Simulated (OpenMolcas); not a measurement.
Run report: BClF$_{2}$, single-point calculation (part 3 of 3)

BClF$_{2}$, multiplicity 3; PBE0/aug-cc-pVDZ, UKS (OpenMolcas 26.06). The geometry is that of the parent species in another charge or spin state. The geometry comes from this level: PBE0-D4/def2-TZVP.

Geometry of the input (Å):
```
F  -0.1737  -1.2543  -0.5463
B  -0.0671  -0.0413  -0.0620
F  -1.0116  0.8301  -0.3177
Cl 1.3079  0.4053  0.9057
```

### The program's output, continued
```
    7   -7.3986    2.0000         75 CL4    2px    (-0.488),    83 CL4    2pz    ( 0.825),

    8   -6.8010    2.0000         24 B2     1s     (-1.007),

    9   -1.2330    2.0000          2 F1     1s     (-0.642),    48 F3     1s     ( 0.643),

   10   -1.3005    2.0000          2 F1     1s     (-0.640),    26 B2     1s     ( 0.357),    48 F3     1s     (-0.640),

   11   -0.5660    2.0000          8 F1     2py    ( 0.549),    31 B2     2py    (-0.462),    51 F3     2px    (-0.450),    54 F3     2py    ( 0.378),

   12   -0.5932    2.0000          8 F1     2py    (-0.431),    28 B2     2px    ( 0.384),    34 B2     2pz    ( 0.271),    54 F3     2py    ( 0.418),
                                  76 CL4    2px    (-0.443),    84 CL4    2pz    (-0.312),

   13   -0.4430    1.9999          5 F1     2px    ( 0.336),    11 F1     2pz    (-0.569),    51 F3     2px    (-0.336),    57 F3     2pz    ( 0.568),

   14   -0.4410    1.9999         11 F1     2pz    (-0.347),    57 F3     2pz    (-0.349),    76 CL4    2px    (-0.403),    84 CL4    2pz    ( 0.682),

   15   -0.4581    1.9999          5 F1     2px    (-0.549),    11 F1     2pz    (-0.342),    51 F3     2px    (-0.458),    54 F3     2py    (-0.277),
                                  57 F3     2pz    (-0.367),

   16   -0.4975    1.9997         11 F1     2pz    ( 0.389),    34 B2     2pz    ( 0.258),    57 F3     2pz    ( 0.389),    76 CL4    2px    (-0.297),
                                  84 CL4    2pz    ( 0.503),

   17   -0.4493    1.9995          5 F1     2px    (-0.535),    54 F3     2py    ( 0.503),    57 F3     2pz    ( 0.310),    80 CL4    2py    ( 0.329),

   18   -0.8313    1.9994         25 B2     1s     (-0.497),    72 CL4    1s     (-0.660),

   19   -0.7151    1.9989         72 CL4    1s     ( 0.783),    76 CL4    2px    ( 0.423),

   20   -0.3958    1.0000         80 CL4    2py    ( 0.923),

   21   -0.0138    1.0000         28 B2     2px    ( 0.480),    34 B2     2pz    (-0.812),

   22    0.2578    0.0011          4 F1     1s     ( 0.453),    25 B2     1s     ( 0.644),    26 B2     1s     (-0.878),    50 F3     1s     ( 0.453),

   23    0.5253    0.0006         25 B2     1s     (-1.147),    26 B2     1s     ( 1.508),

   24    0.2831    0.0005          4 F1     1s     (-0.815),    38 B2     3d2-   ( 0.449),    50 F3     1s     ( 0.816),    80 CL4    2py    (-0.840),

   25    0.5107    0.0003         28 B2     2px    (-0.768),    34 B2     2pz    ( 1.299),    35 B2     2pz    (-0.805),

   26    0.4312    0.0001          5 F1     2px    ( 0.570),    25 B2     1s     ( 0.646),    54 F3     2py    ( 0.458),    57 F3     2pz    ( 0.347),
                                  72 CL4    1s     ( 0.411),    74 CL4    1s     (-0.447),

   27    0.5771    0.0001          5 F1     2px    ( 0.246),     6 F1     2px    (-0.257),    11 F1     2pz    (-0.416),    12 F1     2pz    ( 0.435),
                                  34 B2     2pz    (-0.234),    35 B2     2pz    ( 0.320),    51 F3     2px    ( 0.247),    52 F3     2px    (-0.258),
                                  57 F3     2pz    (-0.417),    58 F3     2pz    ( 0.437),    76 CL4    2px    (-0.225),    77 CL4    2px    ( 0.235),
                                  84 CL4    2pz    ( 0.381),    85 CL4    2pz    (-0.398),    86 CL4    2pz    (-0.290),    91 CL4    3d0    ( 0.421),

   28    0.7607    0.0001          5 F1     2px    ( 0.375),     6 F1     2px    (-0.417),    11 F1     2pz    (-0.634),    12 F1     2pz    ( 0.705),
                                  51 F3     2px    (-0.374),    52 F3     2px    ( 0.416),    57 F3     2pz    ( 0.633),    58 F3     2pz    (-0.704),

   29    0.7913    0.0000          4 F1     1s     ( 3.071),    26 B2     1s     (-4.978),    50 F3     1s     ( 3.067),

   30    0.4759    0.0000          4 F1     1s     (-4.583),    32 B2     2py    (-3.398),    50 F3     1s     ( 4.587),

   31    1.5844    0.0000         25 B2     1s     (-3.373),

   32    2.1588    0.0000          4 F1     1s     (-6.239),    32 B2     2py    (-4.200),    50 F3     1s     ( 6.240),

   33    1.2635    0.0000         25 B2     1s     ( 6.915),    26 B2     1s     (-11.99),

   34    1.1401    0.0000         26 B2     1s     (-7.777),    73 CL4    1s     ( 4.783),

   35    1.1645    0.0000          4 F1     1s     (-4.634),    38 B2     3d2-   ( 3.069),    40 B2     3d1-   ( 2.610),    46 B2     3d2+   (-2.566),
                                  50 F3     1s     ( 4.634),    81 CL4    2py    (-4.137),

   36    0.9980    0.0000         73 CL4    1s     ( 3.979),    74 CL4    1s     ( 2.715),

   37    2.5159    0.0000          2 F1     1s     ( 2.183),     3 F1     1s     (-4.000),    26 B2     1s     ( 3.384),    48 F3     1s     ( 2.181),
                                  49 F3     1s     (-3.997),

   38    0.8164    0.0000         76 CL4    2px    ( 0.509),    77 CL4    2px    (-0.509),    84 CL4    2pz    (-0.861),    85 CL4    2pz    ( 0.863),
                                  91 CL4    3d0    (-0.567),    92 CL4    3d0    ( 1.012),

   39    1.5828    0.0000          4 F1     1s     ( 7.564),    32 B2     2py    ( 3.982),    50 F3     1s     (-7.563),

   40    1.2710    0.0000         72 CL4    1s     (-4.205),    73 CL4    1s     ( 6.594),

   41    0.1586    0.0000         25 B2     1s     (-1.202),    27 B2     1s     (-2.299),    73 CL4    1s     ( 1.465),    74 CL4    1s     ( 1.862),

   42    0.1399    0.0000         30 B2     2px    ( 0.543),    36 B2     2pz    (-0.911),

   43    0.1947    0.0000         26 B2     1s     (-4.508),

   44    0.1315    0.0000          4 F1     1s     (-1.771),    33 B2     2py    (-1.337),    50 F3     1s     ( 1.763),

   45    0.2232    0.0000         26 B2     1s     (-3.551),

   46    0.2977    0.0000          4 F1     1s     (-5.327),    32 B2     2py    (-2.892),    50 F3     1s     ( 5.510),

   47    0.2116    0.0000         36 B2     2pz    ( 1.024),    78 CL4    2px    ( 1.016),    86 CL4    2pz    (-1.656),

   48    0.4678    0.0000         25 B2     1s     ( 2.759),    26 B2     1s     (-3.371),    27 B2     1s     (-2.930),    74 CL4    1s     ( 5.084),

   49    0.5051    0.0000         25 B2     1s     (-2.297),    26 B2     1s     ( 3.907),    73 CL4    1s     (-2.587),    74 CL4    1s     ( 2.515),

   50    0.5027    0.0000         26 B2     1s     ( 11.91),

   51    0.8744    0.0000          4 F1     1s     (-6.236),    26 B2     1s     ( 3.411),    50 F3     1s     (-5.034),    73 CL4    1s     ( 3.894),
                                  74 CL4    1s     ( 5.833),

   52    0.9919    0.0000          4 F1     1s     (-7.010),    32 B2     2py    (-5.016),    50 F3     1s     ( 6.101),

   53    0.4994    0.0000         13 F1     2pz    (-1.168),    32 B2     2py    ( 2.078),    42 B2     3d0    (-1.597),    50 F3     1s     (-1.538),
                                  85 CL4    2pz    ( 1.419),

   54    0.9532    0.0000          4 F1     1s     ( 4.000),    26 B2     1s     (-7.352),    50 F3     1s     ( 6.728),

   55    1.0850    0.0000         26 B2     1s     (-11.71),    50 F3     1s     ( 7.519),

   56    0.8126    0.0000         26 B2     1s     (-5.922),    50 F3     1s     ( 5.000),

   57    0.3818    0.0000          4 F1     1s     ( 13.22),    32 B2     2py    ( 9.469),    50 F3     1s     (-12.42),

   58    0.5718    0.0000          4 F1     1s     ( 11.27),    32 B2     2py    ( 7.193),

   59    0.3631    0.0000         26 B2     1s     ( 6.130),    32 B2     2py    ( 7.286),    50 F3     1s     (-11.29),

   60    0.6655    0.0000          4 F1     1s     ( 2.313),    26 B2     1s     (-3.682),    35 B2     2pz    ( 1.935),    50 F3     1s     ( 2.093),
                                  59 F3     2pz    (-1.857),

   61    0.3212    0.0000          4 F1     1s     ( 4.468),     7 F1     2px    ( 2.512),    32 B2     2py    ( 4.189),    50 F3     1s     (-3.001),

   62    0.9859    0.0000          4 F1     1s     ( 2.165),    26 B2     1s     (-1.309),    38 B2     3d2-   (-1.335),    46 B2     3d2+   ( 1.329),

   63    1.6573    0.0000         26 B2     1s     (-5.619),    50 F3     1s     ( 3.376),

   64    0.5450    0.0000          4 F1     1s     (-3.806),    26 B2     1s     ( 3.807),    46 B2     3d2+   (-2.201),    50 F3     1s     (-2.751),

   65    1.4293    0.0000          4 F1     1s     (-11.25),    32 B2     2py    (-7.545),    50 F3     1s     ( 10.10),

   66    1.5333    0.0000          4 F1     1s     (-7.722),    32 B2     2py    (-5.627),    50 F3     1s     ( 8.638),

   67    1.5309    0.0000         12 F1     2pz    ( 0.995),    19 F1     3d0    ( 0.682),    39 B2     3d1-   ( 1.243),    45 B2     3d2+   ( 0.756),
                                  58 F3     2pz    (-0.997),

   68    1.1824    0.0000          6 F1     2px    ( 0.462),    11 F1     2pz    ( 0.470),    12 F1     2pz    (-0.783),    13 F1     2pz    ( 0.529),
                                  52 F3     2px    (-0.463),    57 F3     2pz    (-0.470),    58 F3     2pz    ( 0.783),    59 F3     2pz    (-0.527),

   69    0.3894    0.0000          4 F1     1s     ( 2.597),    13 F1     2pz    ( 2.358),    32 B2     2py    ( 2.973),    35 B2     2pz    (-2.351),
                                  50 F3     1s     (-2.745),

   70    0.8625    0.0000         13 F1     2pz    ( 0.434),    39 B2     3d1-   (-0.851),    40 B2     3d1-   ( 0.844),    45 B2     3d2+   (-0.520),
                                  46 B2     3d2+   ( 0.513),    59 F3     2pz    (-0.439),

   71    1.2057    0.0000          6 F1     2px    ( 0.495),    11 F1     2pz    ( 0.557),    12 F1     2pz    (-0.839),    13 F1     2pz    ( 0.506),
                                  26 B2     1s     ( 0.843),    32 B2     2py    ( 0.469),    50 F3     1s     (-0.814),    53 F3     2px    (-0.557),
                                  57 F3     2pz    ( 0.556),    58 F3     2pz    (-0.858),    59 F3     2pz    ( 0.669),    74 CL4    1s     (-0.484),

   72    0.6951    0.0000         13 F1     2pz    (-1.618),    26 B2     1s     ( 1.435),    50 F3     1s     (-2.566),

   73    4.4378    0.0000          2 F1     1s     (-1.084),     3 F1     1s     ( 1.531),    31 B2     2py    ( 0.887),    32 B2     2py    (-0.983),
                                  48 F3     1s     ( 1.084),    49 F3     1s     (-1.501),

   74    1.2600    0.0000         19 F1     3d0    ( 0.602),    32 B2     2py    ( 0.344),    35 B2     2pz    (-0.435),    41 B2     3d0    (-0.310),
                                  42 B2     3d0    (-0.350),    50 F3     1s     (-0.388),    65 F3     3d0    ( 0.578),    67 F3     3d1+   ( 0.305),
                                  85 CL4    2pz    ( 0.438),

   75    4.4157    0.0000          3 F1     1s     ( 2.215),     4 F1     1s     ( 1.821),    25 B2     1s     (-3.633),    26 B2     1s     (-1.893),
                                  49 F3     1s     ( 2.216),    50 F3     1s     ( 1.829),

   76    2.0945    0.0000          9 F1     2py    (-2.182),    31 B2     2py    (-3.527),

   77    4.4497    0.0000          2 F1     1s     (-0.817),     3 F1     1s     ( 0.966),     4 F1     1s     (-0.750),    31 B2     2py    ( 0.833),
                                  32 B2     2py    (-1.184),    48 F3     1s     ( 0.818),    49 F3     1s     (-0.940),    50 F3     1s     ( 0.875),

   78    4.2914    0.0000          2 F1     1s     (-0.904),     3 F1     1s     ( 1.206),     4 F1     1s     ( 1.331),    25 B2     1s     (-1.203),
                                  26 B2     1s     (-1.734),    48 F3     1s     (-0.903),    49 F3     1s     ( 1.204),    50 F3     1s     ( 1.343),

   79    1.3991    0.0000          4 F1     1s     ( 8.693),    32 B2     2py    ( 7.722),    50 F3     1s     (-8.298),

   80    2.0435    0.0000          4 F1     1s     (-4.889),    25 B2     1s     ( 5.136),    26 B2     1s     ( 8.282),

   81    1.2193    0.0000         13 F1     2pz    (-0.279),    17 F1     3d1-   ( 0.379),    19 F1     3d0    (-0.304),    21 F1     3d1+   (-0.380),
                                  23 F1     3d2+   ( 0.396),    40 B2     3d1-   (-0.241),    59 F3     2pz    ( 0.280),    61 F3     3d2-   (-0.359),
                                  63 F3     3d1-   ( 0.430),    65 F3     3d0    ( 0.463),

   82    1.1111    0.0000         26 B2     1s     (-3.950),    73 CL4    1s     ( 3.545),    74 CL4    1s     ( 3.132),

   83    4.2278    0.0000          4 F1     1s     (-5.197),    32 B2     2py    (-3.112),    50 F3     1s     ( 5.350),

   84    4.3499    0.0000          2 F1     1s     ( 0.745),     3 F1     1s     (-1.110),    25 B2     1s     ( 0.700),    48 F3     1s     ( 0.747),
                                  49 F3     1s     (-1.112),    73 CL4    1s     (-1.166),    74 CL4    1s     (-0.849),

   85    1.1067    0.0000          4 F1     1s     ( 13.49),    32 B2     2py    ( 9.735),    50 F3     1s     (-12.19),

   86    4.5495    0.0000         14 F1     3d2-   ( 0.361),    16 F1     3d1-   (-0.619),    17 F1     3d1-   ( 0.466),    34 B2     2pz    (-0.453),
                                  62 F3     3d1-   ( 0.599),    63 F3     3d1-   (-0.450),    66 F3     3d1+   (-0.376),    68 F3     3d2+   ( 0.436),
                                  69 F3     3d2+   (-0.333),

   87    4.4903    0.0000         18 F1     3d0    ( 0.616),    19 F1     3d0    (-0.359),    20 F1     3d1+   ( 0.382),    22 F1     3d2+   (-0.346),
                                  60 F3     3d2-   (-0.358),    64 F3     3d0    ( 0.679),    65 F3     3d0    (-0.399),

   88    4.6017    0.0000         14 F1     3d2-   ( 0.423),    15 F1     3d2-   (-0.344),    16 F1     3d1-   (-0.512),    17 F1     3d1-   ( 0.414),
                                  18 F1     3d0    (-0.539),    19 F1     3d0    ( 0.440),    39 B2     3d1-   ( 0.307),    62 F3     3d1-   (-0.453),
                                  63 F3     3d1-   ( 0.366),    64 F3     3d0    ( 0.348),    65 F3     3d0    (-0.286),    66 F3     3d1+   ( 0.447),
                                  67 F3     3d1+   (-0.363),    68 F3     3d2+   (-0.467),    69 F3     3d2+   ( 0.380),

   89    1.1236    0.0000         13 F1     2pz    ( 0.694),    40 B2     3d1-   ( 0.876),    46 B2     3d2+   ( 0.530),    59 F3     2pz    (-0.696),
                                  89 CL4    3d1-   ( 0.887),    90 CL4    3d1-   (-0.862),    95 CL4    3d2+   ( 0.539),    96 CL4    3d2+   (-0.525),

   90    4.4940    0.0000         16 F1     3d1-   (-0.362),    18 F1     3d0    ( 0.432),    20 F1     3d1+   ( 0.437),    22 F1     3d2+   (-0.441),
                                  60 F3     3d2-   ( 0.410),    62 F3     3d1-   (-0.429),    64 F3     3d0    (-0.586),    65 F3     3d0    ( 0.343),

--

++    Molecular properties:
      ---------------------

      Charge (e):
                      =   -0.0000
      Dipole Moment (debye):
      Origin of the operator (angstrom)=    0.2677    0.0674    0.1736
                   X=  2.6603E+00               Y=  8.6475E-01               Z=  1.8713E+00           Total=  3.3655E+00
      Quadrupole Moment (debye*angstrom):
      Origin of the operator (angstrom)=    0.2677    0.0674    0.1736
                  XX= -2.7309E+01              XY=  3.6208E-01              XZ=  1.1884E+00              YY= -2.8438E+01
                  YZ=  4.4611E-01              ZZ= -2.8247E+01
      In traceless form (debye*angstrom)
                  XX=  1.0334E+00              XY=  5.4312E-01              XZ=  1.7827E+00              YY= -6.5980E-01
                  YZ=  6.6916E-01              ZZ= -3.7357E-01
--

--- Stop Module: scf /rc=_RC_ALL_IS_WELL_ ---
--- Module scf spent 39 seconds ---

.##################.
.# Happy landing! #.
.##################.

    Timing: Wall=41.93 User=38.16 System=3.59
```

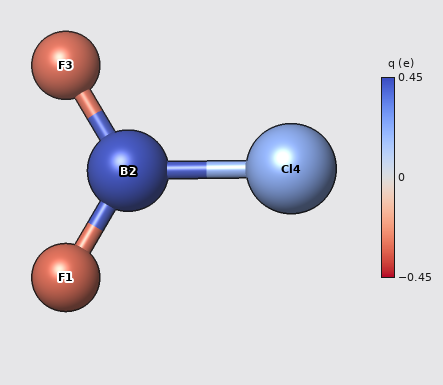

Mulliken charges, as the colour of each atom (ball-and-stick view, seen on its broad side; atoms are numbered from 1 in the order of the input). By element: F −0.32, B +0.43 and Cl +0.20 e.

### Summary

```csv
quantity,value
outcome,converged
total energy,−684.261143 hartree
basis functions,96
⟨S²⟩,2.006
dipole moment,3.37 debye
wall time,42 s
peak memory,0.53 GiB
```
